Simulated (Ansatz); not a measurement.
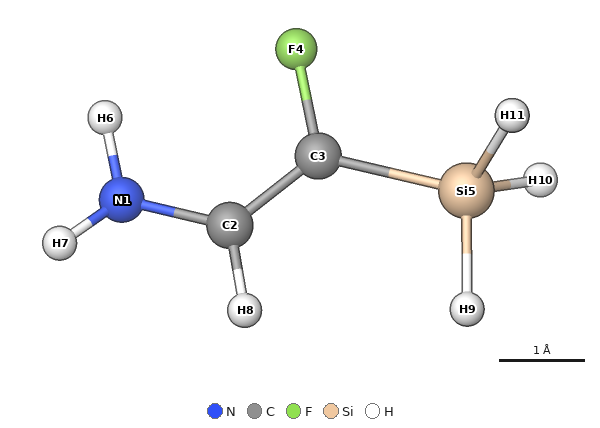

Fig. 1: The structure as given in the input (ball-and-stick view, seen at a tilt; atoms are numbered from 1 in the order of the input).

**C$_{2}$H$_{6}$FNSi: single-point calculation**

The run: single-point calculation of C$_{2}$H$_{6}$FNSi. Method and program: RKS wB97M-V/def2-TZVPP (Ansatz 0.2.0).

The geometry comes from this level: PBE0-D4/def2-TZVP. Figures and captions count atoms from 1; the log counts them from 0 in places.

### The program's output
```
Functional definition: wB97M-V
  name "wB97M-V"
  cite "Mardirossian & Head-Gordon, J. Chem. Phys. 144, 214110 (2016) doi:10.1063/1.4952647"
  cite "Becke, J. Chem. Phys. 107, 8554 (1997) doi:10.1063/1.475007"
  cite "Vydrov & Van Voorhis, J. Chem. Phys. 133, 244103 (2010) doi:10.1063/1.3521275"
  # Of w^i u^j: cxij and so on, Table III.
  parameter omega = 0.3/bohr
  parameter cx = 0.15
  parameter cx01 = 1.007
  parameter cx10 = 0.259
  parameter css00 = 0.443
  parameter css04 = -1.437
  parameter css10 = -4.535
  parameter css20 = -3.390
  parameter css43 = 4.278
  parameter cos00 = 1.000
  parameter cos10 = 1.358
  parameter cos20 = 2.924
  parameter cos21 = -8.812
  parameter cos60 = -1.390
  parameter cos61 = 9.142
  parameter b = 6.0
  parameter c = 0.01
  gx(w, u) = 1 - cx + cx01*u + cx10*w
  gss(w, u) = css00 + css04*u^4 + css10*w + css20*w^2 + css43*w^4*u^3
  gos(w, u) = cos00 + cos10*w + (cos20 + cos21*u)*w^2 + (cos60 + cos61*u)*w^6
  exchange = spin_sum(e_x_unif_sr(omega)*gx(b97_w, b97_u_x)) + cx*exact_x_sr(omega) + exact_x_lr(omega)
  correlation = spin_sum(e_c_pw_mod_same_spin*gss(b97_w, b97_u_same))
      + integral(e_c_pw_mod_opposite_spin*gos(b97_w_opposite, b97_u_opposite)) + vv10(b, c)
1316 factors; their error is unknown
313 factors; integrals over basis functions are off by at most 9.6e-6 eV
mean field evaluation 1: about -14251.4820 eV, gradient 4.5e1 eV
mean field evaluation 2: about -14252.7599 eV, gradient 3.8e1 eV
mean field evaluation 4: about -14255.4392 eV, gradient 2.2e0 eV
mean field evaluation 8: about -14255.4607 eV, gradient 4.6e-2 eV
mean field evaluation 16: about -14255.4662 eV, gradient 1.5e-4 eV
mean field -14255.46619618 eV, -523.8787200077 hartree, gradient 6.0e-5 eV, S^2 0.000000; 0 other end points of the search recorded, 0 dependent functions left out
the calculation of the forces begins
reference -14255.46624751 eV, -523.8787218939 hartree; 24, 24 occupied and 226, 226 virtual orbitals, 1316 factors
Total energy: -14255.46624751 eV, -523.8787218939 hartree
Atom 0 at    -1.559652     1.554580    -0.236054 Å, force    -0.134934     0.299094     0.008592 eV/Å
Atom 1 at    -0.896034     0.357912    -0.185786 Å, force     0.229811    -0.360616     0.008092 eV/Å
Atom 2 at     0.404035     0.205509     0.094189 Å, force    -0.310816    -0.240231    -0.103777 eV/Å
Atom 3 at     1.097645     1.342835     0.419625 Å, force     0.140827     0.271405     0.067516 eV/Å
Atom 4 at     1.349770    -1.383201     0.074041 Å, force     0.125039    -0.176753     0.005542 eV/Å
Atom 5 at    -1.089589     2.338018     0.187139 Å, force    -0.024930    -0.030203    -0.007607 eV/Å
Atom 6 at    -2.552373     1.533855    -0.084389 Å, force     0.048470     0.003216     0.000177 eV/Å
Atom 7 at    -1.469943    -0.523361    -0.445890 Å, force     0.043933     0.062192     0.021933 eV/Å
Atom 8 at     0.378179    -2.450415    -0.282107 Å, force     0.102246     0.126899     0.039850 eV/Å
Atom 9 at     2.452966    -1.358262    -0.923526 Å, force    -0.140701     0.005263     0.117719 eV/Å
Atom 10 at     1.950397    -1.674471     1.403359 Å, force    -0.078945     0.039735    -0.158038 eV/Å
Dipole moment:    -0.538069     0.046680     0.054734 e Å
```

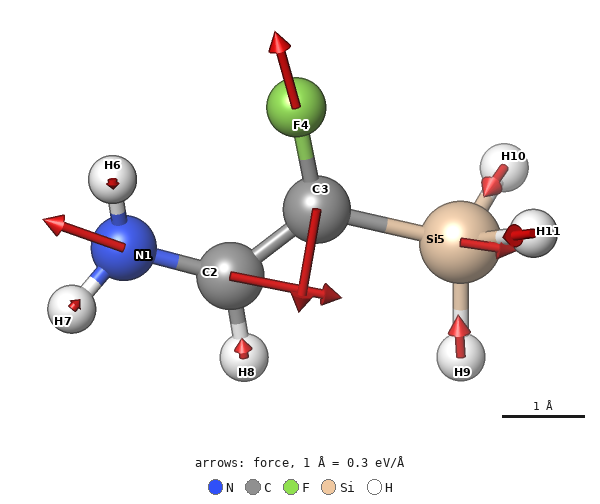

Fig. 2: Forces on the atoms as red arrows (ball-and-stick view, seen at a tilt; atoms are numbered from 1 in the order of the input). The largest act on C2 (0.43 eV/Å); C3 (0.41 eV/Å); N1 (0.33 eV/Å); F4 (0.31 eV/Å), among others. The geometry is not a stationary point of this energy.

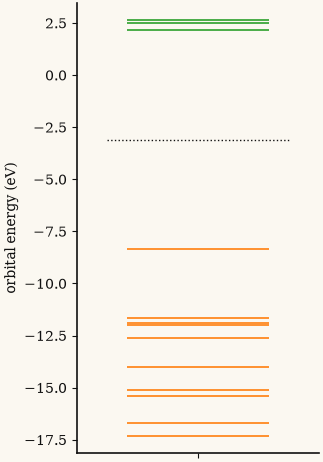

Fig. 3: Orbital energies near the frontier; the dotted line parts filled from empty levels, and levels within 0.02 eV of each other stand side by side. Highest filled −8.35 eV, lowest empty 2.15 eV, 10.50 eV apart.

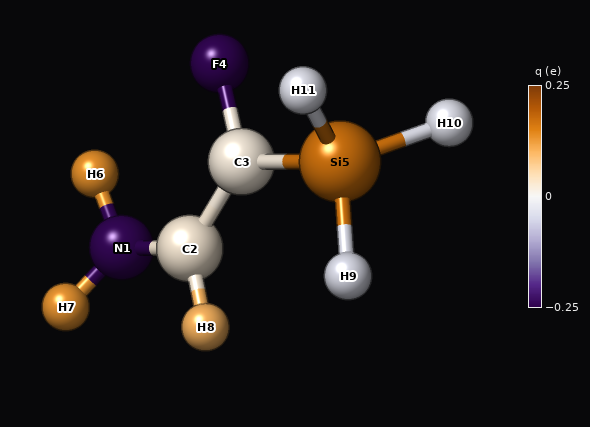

Fig. 4: Mulliken charges, as the colour of each atom (ball-and-stick view, seen at a tilt; atoms are numbered from 1 in the order of the input; Mulliken charges depend strongly on the basis). By element: N −0.24, C +0.02, F −0.24, Si +0.17 and H −0.04 to +0.13 e.

The run was set up as follows.

### The input
```yaml
crystal:
  periodic: [false, false, false]
  atoms:
    - {symbol: N, position_ang: [-1.559652, 1.554580, -0.236054]}
    - {symbol: C, position_ang: [-0.896034, 0.357912, -0.185786]}
    - {symbol: C, position_ang: [0.404035, 0.205509, 0.094189]}
    - {symbol: F, position_ang: [1.097645, 1.342835, 0.419625]}
    - {symbol: Si, position_ang: [1.349770, -1.383201, 0.074041]}
    - {symbol: H, position_ang: [-1.089589, 2.338018, 0.187139]}
    - {symbol: H, position_ang: [-2.552373, 1.533855, -0.084389]}
    - {symbol: H, position_ang: [-1.469943, -0.523361, -0.445890]}
    - {symbol: H, position_ang: [0.378179, -2.450415, -0.282107]}
    - {symbol: H, position_ang: [2.452966, -1.358262, -0.923526]}
    - {symbol: H, position_ang: [1.950397, -1.674471, 1.403359]}
basis:
  gaussian: {orbitals: def2-TZVPP}
hamiltonian: {xc: {name: wB97M-V}}
output: {forces: true, orbitals: {seedname: orbitals}}
```

Command:
```bash
ansatz run in.yaml --threads 4 --pin off --events-out ev --progress --plain --max-ram 10444MiB
```

### Results in brief

- outcome: converged
- total energy: −14255.4662 eV
- SCF solution under orbital rotations: stable
- HOMO: −8.35 eV
- LUMO: 2.15 eV
- largest force (length of the vector): 0.428 eV/Å
- dipole moment: 2.61 D
- hardware: 4 threads of Arm Neoverse V2, 23 GiB of memory available, shared host
- wall time: 9 s (CPU time 33 s)
- peak memory: 0.85 GiB
